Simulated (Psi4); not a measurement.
## Run report: C2H4Cl2, energy and gradient calculation

The run: energy and gradient calculation of C2H4Cl2. Method and program: B3LYP/6-31G*, RKS (Psi4 1.11).

The geometry comes from this level: PBE0-D4/def2-TZVP.

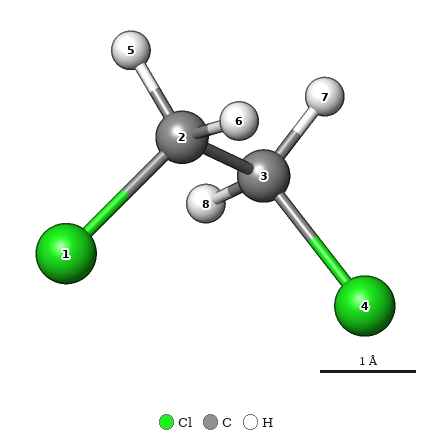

*The input geometry (ball-and-stick view, seen at a tilt; atoms are numbered from 1 in the order of the input).*

Bond lengths as drawn: C–C 1.50 Å, C–Cl 1.78 Å and C–H 1.09 Å.

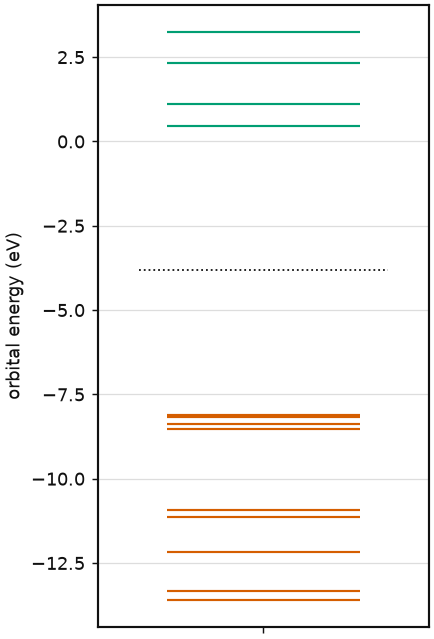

*Orbital energies near the frontier; the dotted line parts filled from empty levels, and levels within 0.02 eV of each other stand side by side.*

Highest filled −8.10 eV, lowest empty 0.45 eV, 8.55 eV apart.

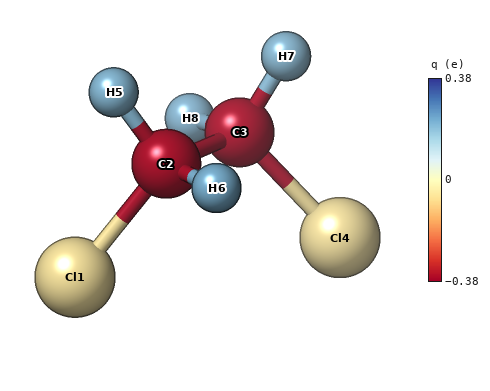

*Mulliken charges, as the colour of each atom (ball-and-stick view, seen at a tilt; atoms are numbered from 1 in the order of the input).*

By element: Cl −0.05, C −0.36 and H +0.20 to +0.21 e.

The input and output of the run follow.

## Input (run.py)
```python
import psi4

psi4.set_memory('2200 MB')
psi4.set_num_threads(1)
psi4.set_output_file('run.log', False)

mol = psi4.geometry("""
0 1
Cl    -2.043530     0.146710    -0.469250
C     -0.462920     0.562090     0.226000
C      0.627600    -0.371560    -0.222240
Cl     0.432340    -2.010930     0.432390
H     -0.226170     1.575680    -0.101920
H     -0.570340     0.551100     1.309740
H      1.589520     0.001780     0.133100
H      0.653500    -0.454880    -1.307840
symmetry c1
""")

psi4.set_options({
    'basis': '6-31G*',
    'puream': True,
    'e_convergence': 1e-09,
    'd_convergence': 1e-08,
    'scf_type': 'pk',
    'dft_radial_points': 99,
    'dft_spherical_points': 590,
})

e_tot, wfn = psi4.gradient('b3lyp', return_wfn=True)
psi4.oeprop(wfn, 'MULLIKEN_CHARGES', 'DIPOLE', 'MAYER_INDICES', title='B3LYP')
print('gradient / Eh bohr^-1')
print(e_tot.np.round(6))
print(f'energy = {wfn.energy():.10f} Eh')
for k, v in sorted(psi4.core.scalar_variables().items()):
    print(f'{k:45s} {v:18.10f}')
```

Launched with:
```bash
python run.py
```

## Log
```
[-0.00323312 -0.00621984 -0.00452077]
 [-0.0057707  -0.00420545  0.00431248]
 [ 0.00037953  0.01263818 -0.00470433]
 [-0.0009651  -0.00181625 -0.00006903]
 [-0.00051295 -0.00063697 -0.00189725]
 [-0.00166083 -0.00121911  0.00000881]
 [-0.00059322 -0.00064145  0.0018756 ]]

    h
    h
    h

    -----------------------------------------------------------------------

gradient() will perform analytic gradient computation.

   => Loading Basis Set <=

    Name: 6-31G*
    Role: ORBITAL
    Keyword: BASIS

         ---------------------------------------------------------
                                   SCF
                              RKS Reference
                        1 Threads,   2098 MiB Core
         ---------------------------------------------------------

  ==> Geometry <==

    Molecular point group: c1
    Full point group: C1

    Geometry (in Angstrom), charge = 0, multiplicity = 1:

       Center              X                  Y                   Z               Mass
    ------------   -----------------  -----------------  -----------------  -----------------
         CL          -1.503486988446     0.771565765748    -0.456894122223    34.968852682000
         C            0.077123011554     1.186945765748     0.238355877777    12.000000000000
         C            1.167643011554     0.253295765748    -0.209884122223    12.000000000000
         CL           0.972383011554    -1.386074234252     0.444745877777    34.968852682000
         H            0.313873011554     2.200535765748    -0.089564122223     1.007825032230
         H           -0.030296988446     1.175955765748     1.322095877777     1.007825032230
         H            2.129563011554     0.626635765748     0.145455877777     1.007825032230
         H            1.193543011554     0.169975765748    -1.295484122223     1.007825032230

  Running in c1 symmetry.

  Rotational constants: A =      0.33696  B =      0.07525  C =      0.06538 [cm^-1]
  Rotational constants: A =  10101.94659  B =   2256.00063  C =   1960.18701 [MHz]
  Nuclear repulsion =  203.328104676692249

  Charge       = 0
  Multiplicity = 1
  Electrons    = 50
  Nalpha       = 25
  Nbeta        = 25

  ==> Algorithm <==

  SCF Algorithm Type is PK.
  DIIS enabled.
  MOM disabled.
  Fractional occupation disabled.
  Guess Type is SAD.
  Energy threshold   = 1.00e-09
  Density threshold  = 1.00e-08
  Integral threshold = 1.00e-12

  ==> Primary Basis <==

  Basis Set: 6-31G*
    Blend: 6-31G*
    Number of shells: 36
    Number of basis functions: 72
    Number of Cartesian functions: 76
    Spherical Harmonics?: true
    Max angular momentum: 2

  ==> DFT Potential <==

   => LibXC <=

    Version 7.1.2

   => Composite Functional: B3LYP <=

    B3LYP Hyb-GGA Exchange-Correlation Functional

    Deriv               =              1
    GGA                 =           TRUE
    Meta                =          FALSE

    Exchange Hybrid     =           TRUE
    MP2 Hybrid          =          FALSE

   => Exchange Functionals <=

    0.0800   Slater exchange
    0.7200         Becke 88

   => Exact (HF) Exchange <=

    0.2000               HF

   => Correlation Functionals <=

    0.1900   Vosko, Wilk & Nusair (VWN5_RPA)
    0.8100   Lee, Yang & Parr

   => LibXC Density Thresholds  <==

    XC_HYB_GGA_XC_B3LYP:  1.00E-15

   => Molecular Quadrature <=

    Radial Scheme          =       TREUTLER
    Pruning Scheme         =           NONE
    Nuclear Scheme         =       TREUTLER

    Blocking Scheme        =         OCTREE
    BS radius alpha        =              1
    Pruning alpha          =              1
    Radial Points          =             99
    Spherical Points       =            590
    Total Points           =         433509
    Total Blocks           =           3116
    Max Points             =            256
    Max Functions          =             70
    Weights Tolerance      =       1.00E-15

  ==> Integral Setup <==

  Using in-core PK algorithm.
   Calculation information:
      Number of atoms:                   8
      Number of AO shells:              36
      Number of primitives:            100
      Number of atomic orbitals:        76
      Number of basis functions:        72

      Integral cutoff                 1.00e-12
      Number of threads:                 1

  Performing in-core PK
  Using 6909012 doubles for integral storage.
  We computed 204509 shell quartets total.
  Whereas there are 222111 unique shell quartets.

  ==> DiskJK: Disk-Based J/K Matrices <==

    J tasked:                  Yes
    K tasked:                  Yes
    wK tasked:                  No
    Memory [MiB]:              813
    Schwarz Cutoff:          1E-12

  Cached 100.0% of DFT collocation blocks in 0.742 [GiB].

  Minimum eigenvalue in the overlap matrix is 7.9007189468E-03.
  Reciprocal condition number of the overlap matrix is 1.5802251895E-03.
    Using symmetric orthogonalization.

  ==> Pre-Iterations <==

  SCF Guess: Superposition of Atomic Densities via on-the-fly atomic UHF (no occupation information).

   -------------------------
    Irrep   Nso     Nmo
   -------------------------
     A         72      72
   -------------------------
    Total      72      72
   -------------------------

  ==> Iterations <==

                        Total Energy        Delta E     RMS |[F,P]|

   @RKS iter SAD:  -998.75816447172519   -9.98758e+02   0.00000e+00
   @RKS iter   1:  -998.87646094184731   -1.18296e-01   6.76578e-03 DIIS/ADIIS
   @RKS iter   2:  -998.82397567722626    5.24853e-02   8.02163e-03 DIIS/ADIIS
   @RKS iter   3:  -999.00341517443269   -1.79439e-01   1.13196e-03 DIIS/ADIIS
   @RKS iter   4:  -999.00708258037400   -3.66741e-03   1.77250e-04 DIIS/ADIIS
   @RKS iter   5:  -999.00717453770187   -9.19573e-05   5.58406e-05 DIIS
   @RKS iter   6:  -999.00718323337287   -8.69567e-06   5.31120e-06 DIIS
   @RKS iter   7:  -999.00718330634743   -7.29746e-08   7.45091e-07 DIIS
   @RKS iter   8:  -999.00718330790801   -1.56058e-09   1.19261e-07 DIIS
   @RKS iter   9:  -999.00718330794723   -3.92220e-11   1.85187e-08 DIIS
   @RKS iter  10:  -999.00718330794837   -1.13687e-12   3.17758e-09 DIIS
  Energy and wave function converged.

  ==> Post-Iterations <==

   Electrons on quadrature grid:
      Ntotal   =   49.9999981868 ; deviation = -1.813e-06

    Orbital Energies [Eh]
    ---------------------

    Doubly Occupied:

       1A   -101.521493     2A   -101.521477     3A    -10.255405
       4A    -10.255227     5A     -9.454411     6A     -9.454363
       7A     -7.217668     8A     -7.217661     9A     -7.207616
      10A     -7.207610    11A     -7.207406    12A     -7.207390
      13A     -0.894476    14A     -0.845002    15A     -0.735107
      16A     -0.626784    17A     -0.499987    18A     -0.490340
      19A     -0.447247    20A     -0.409350    21A     -0.401758
      22A     -0.313254    23A     -0.308171    24A     -0.300718
      25A     -0.297586

    Virtual:

      26A      0.016511    27A      0.040746    28A      0.085049
      29A      0.119736    30A      0.140356    31A      0.145676
      32A      0.186734    33A      0.360942    34A      0.403562
      35A      0.419940    36A      0.442876    37A      0.443388
      38A      0.455883    39A      0.464089    40A      0.494170
      41A      0.528792    42A      0.539277    43A      0.590374
      44A      0.593627    45A      0.623003    46A      0.691316
      47A      0.814436    48A      0.815801    49A      0.850435
      50A      0.856514    51A      0.870032    52A      0.888428
      53A      0.894489    54A      0.911073    55A      0.920595
      56A      0.952475    57A      1.011523    58A      1.044024
      59A      1.096740    60A      1.124350    61A      1.237811
      62A      1.488341    63A      1.538662    64A      1.574272
      65A      1.896177    66A      1.947175    67A      1.951388
      68A      2.197641    69A      2.212413    70A      2.280486
      71A      2.287563    72A      2.558831

    Final Occupation by Irrep:
              A
    DOCC [    25 ]
    NA   [    25 ]
    NB   [    25 ]

  @RKS Final Energy:  -999.00718330794837

   => Energetics <=

    Nuclear Repulsion Energy =            203.3281046766922486
    One-Electron Energy =               -1780.5307056737410676
    Two-Electron Energy =                 633.7366247492382172
    DFT Exchange-Correlation Energy =     -55.5412070601377224
    Empirical Dispersion Energy =           0.0000000000000000
    VV10 Nonlocal Energy =                  0.0000000000000000
    Total Energy =                       -999.0071833079483667

Computation Completed

Properties will be evaluated at   0.000000,   0.000000,   0.000000 [a0]

Properties computed using the SCF density matrix

 Multipole Moments:

 ------------------------------------------------------------------------------------
     Multipole            Electronic (a.u.)      Nuclear  (a.u.)        Total (a.u.)
 ------------------------------------------------------------------------------------

 L = 1.  Multiply by 2.5417464519 to convert [e a0] to [Debye]
 Dipole X            :         -3.1357060            3.8673445            0.7316385
 Dipole Y            :         -3.6281772            4.4746982            0.8465210
 Dipole Z            :         -0.0717262            0.0884654            0.0167392
 Magnitude           :                                                    1.1190053

 ------------------------------------------------------------------------------------

	total time  =         17 seconds =       0.28 minutes

         ------------------------------------------------------------
                                   SCF GRAD
         ------------------------------------------------------------

  ==> Geometry <==

    Molecular point group: c1
    Full point group: C1

    Geometry (in Angstrom), charge = 0, multiplicity = 1:

       Center              X                  Y                   Z               Mass
    ------------   -----------------  -----------------  -----------------  -----------------
         CL          -1.503486988446     0.771565765748    -0.456894122223    34.968852682000
         C            0.077123011554     1.186945765748     0.238355877777    12.000000000000
         C            1.167643011554     0.253295765748    -0.209884122223    12.000000000000
         CL           0.972383011554    -1.386074234252     0.444745877777    34.968852682000
         H            0.313873011554     2.200535765748    -0.089564122223     1.007825032230
         H           -0.030296988446     1.175955765748     1.322095877777     1.007825032230
         H            2.129563011554     0.626635765748     0.145455877777     1.007825032230
         H            1.193543011554     0.169975765748    -1.295484122223     1.007825032230

  Nuclear repulsion =  203.328104676692249

  ==> Basis Set <==

  Basis Set: 6-31G*
    Blend: 6-31G*
    Number of shells: 36
    Number of basis functions: 72
    Number of Cartesian functions: 76
    Spherical Harmonics?: true
    Max angular momentum: 2

  ==> DirectJKGrad: Integral-Direct SCF Gradients <==

    Gradient:                    1
    J tasked:                  Yes
    K tasked:                  Yes
    wK tasked:                  No
    Integrals threads:           1
    Schwarz Cutoff:          1E-12

  ==> DFT Potential <==

   => LibXC <=

    Version 7.1.2

   => Composite Functional: B3LYP <=

    B3LYP Hyb-GGA Exchange-Correlation Functional

    Deriv               =              1
    GGA                 =           TRUE
    Meta                =          FALSE

    Exchange Hybrid     =           TRUE
    MP2 Hybrid          =          FALSE

   => Exchange Functionals <=

    0.0800   Slater exchange
    0.7200         Becke 88

   => Exact (HF) Exchange <=

    0.2000               HF

   => Correlation Functionals <=

    0.1900   Vosko, Wilk & Nusair (VWN5_RPA)
    0.8100   Lee, Yang & Parr

   => LibXC Density Thresholds  <==

    XC_HYB_GGA_XC_B3LYP:  1.00E-15

   => Molecular Quadrature <=

    Radial Scheme          =       TREUTLER
    Pruning Scheme         =           NONE
    Nuclear Scheme         =       TREUTLER

    Blocking Scheme        =         OCTREE
    BS radius alpha        =              1
    Pruning alpha          =              1
    Radial Points          =             99
    Spherical Points       =            590
    Total Points           =         433509
    Total Blocks           =           3116
    Max Points             =            256
    Max Functions          =             70
    Weights Tolerance      =       1.00E-15

  -Total Gradient:
     Atom            X                  Y                   Z
    ------   -----------------  -----------------  -----------------
       1        0.012351517133     0.002095245875     0.004994394253
       2       -0.003233120014    -0.006219842264    -0.004520770623
       3       -0.005770695795    -0.004205446704     0.004312476650
       4        0.000379531397     0.012638178557    -0.004704332936
       5       -0.000965104788    -0.001816247444    -0.000069030411
       6       -0.000512950856    -0.000636973037    -0.001897253566
       7       -0.001660830194    -0.001219108270     0.000008807766
       8       -0.000593220648    -0.000641446678     0.001875598007

	total time  =         10 seconds =       0.17 minutes

Properties will be evaluated at   0.000000,   0.000000,   0.000000 [a0]

Properties computed using the B3LYP density matrix

 Multipole Moments:

 ------------------------------------------------------------------------------------
     Multipole            Electronic (a.u.)      Nuclear  (a.u.)        Total (a.u.)
 ------------------------------------------------------------------------------------

 L = 1.  Multiply by 2.5417464519 to convert [e a0] to [Debye]
 Dipole X            :         -3.1357060            3.8673445            0.7316385
 Dipole Y            :         -3.6281772            4.4746982            0.8465210
 Dipole Z            :         -0.0717262            0.0884654            0.0167392
 Magnitude           :                                                    1.1190053

 ------------------------------------------------------------------------------------
  Mulliken Charges: (a.u.)
   Center  Symbol    Alpha    Beta     Spin     Total
       1    CL     8.52712  8.52712  0.00000 -0.05424
       2     C     3.17978  3.17978  0.00000 -0.35957
       3     C     3.17978  3.17978  0.00000 -0.35957
       4    CL     8.52712  8.52712  0.00000 -0.05424
       5     H     0.39954  0.39954  0.00000  0.20092
       6     H     0.39356  0.39356  0.00000  0.21289
       7     H     0.39954  0.39954  0.00000  0.20092
       8     H     0.39355  0.39355  0.00000  0.21289

   Total alpha = 25.00000, Total beta = 25.00000, Total charge = -0.00000

  Mayer Bond Indices:

  Irrep: 1 Size: 8 x 8

                 1                   2                   3                   4                   5

    1     0.00000000000000     1.00896243739557    -0.00596843673195     0.00905508160835    -0.00754510731335
    2     1.00896243739557     0.00000000000000     0.99224572635093    -0.00596820796972     0.91590689159048
    3    -0.00596843673195     0.99224572635093     0.00000000000000     1.00896589496003    -0.00692904511274
    4     0.00905508160835    -0.00596820796972     1.00896589496003     0.00000000000000     0.01762504467433
    5    -0.00754510731335     0.91590689159048    -0.00692904511274     0.01762504467433     0.00000000000000
    6    -0.00622416666528     0.91843435660651    -0.00978602082776     0.00577581642173    -0.01169410738251
    7     0.01762518296448    -0.00692936770839     0.91590679659454    -0.00754525473773    -0.00019355384484
    8     0.00577585345449    -0.00978637293903     0.91843394419724    -0.00622386825405    -0.00017056875179

                 6                   7                   8

    1    -0.00622416666528     0.01762518296448     0.00577585345449
    2     0.91843435660651    -0.00692936770839    -0.00978637293903
    3    -0.00978602082776     0.91590679659454     0.91843394419724
    4     0.00577581642173    -0.00754525473773    -0.00622386825405
    5    -0.01169410738251    -0.00019355384484    -0.00017056875179
    6     0.00000000000000    -0.00017057629988     0.00938896583223
    7    -0.00017057629988     0.00000000000000    -0.01169432465630
    8     0.00938896583223    -0.01169432465630     0.00000000000000

  Atomic Valences:

 #  #
 Irrep: 1
      1:    1.021680844712309
      2:    3.812865463326357
      3:    3.812868859430294
      4:    1.021684506702934
      5:    0.906999553859573
      6:    0.905724267685036
      7:    0.906998902311880
      8:    0.905723628882789
```

## Standard output
```
gradient / Eh bohr^-1
[[ 1.2352e-02  2.0950e-03  4.9940e-03]
 [-3.2330e-03 -6.2200e-03 -4.5210e-03]
 [-5.7710e-03 -4.2050e-03  4.3120e-03]
 [ 3.8000e-04  1.2638e-02 -4.7040e-03]
 [-9.6500e-04 -1.8160e-03 -6.9000e-05]
 [-5.1300e-04 -6.3700e-04 -1.8970e-03]
 [-1.6610e-03 -1.2190e-03  9.0000e-06]
 [-5.9300e-04 -6.4100e-04  1.8760e-03]]
energy = -999.0071833079 Eh
CURRENT ENERGY                                   -999.0071833079
CURRENT REFERENCE ENERGY                         -999.0071833079
DD SOLVATION ENERGY                                 0.0000000000
DFT FUNCTIONAL TOTAL ENERGY                      -999.0071833079
DFT TOTAL ENERGY                                 -999.0071833079
DFT VV10 ENERGY                                     0.0000000000
DFT XC ENERGY                                     -55.5412070601
GRID ELECTRONS ALPHA                               24.9999990934
GRID ELECTRONS BETA                                24.9999990934
GRID ELECTRONS TOTAL                               49.9999981868
NUCLEAR REPULSION ENERGY                          203.3281046767
ONE-ELECTRON ENERGY                             -1780.5307056737
PCM POLARIZATION ENERGY                             0.0000000000
PE ENERGY                                           0.0000000000
SCF ITERATION ENERGY                             -999.0071833079
SCF ITERATIONS                                     10.0000000000
SCF TOTAL ENERGY                                 -999.0071833079
TWO-ELECTRON ENERGY                               633.7366247492
XC GRID RADIAL POINTS                              99.0000000000
XC GRID SPHERICAL POINTS                          590.0000000000
XC GRID TOTAL POINTS                           433509.0000000000
```

## Results in brief

- outcome: converged
- total energy: −999.007183 hartree
- basis functions: 72
- largest force: 0.694 eV/Å
- HOMO: −8.10 eV
- LUMO: 0.45 eV
- dipole moment: 2.84 D
- hardware: 1 thread of Intel Xeon @ 2.50GHz (Skylake/Cascade Lake), 189 GiB of memory available, shared host
- wall time: 30 s
- peak memory: 1 GiB
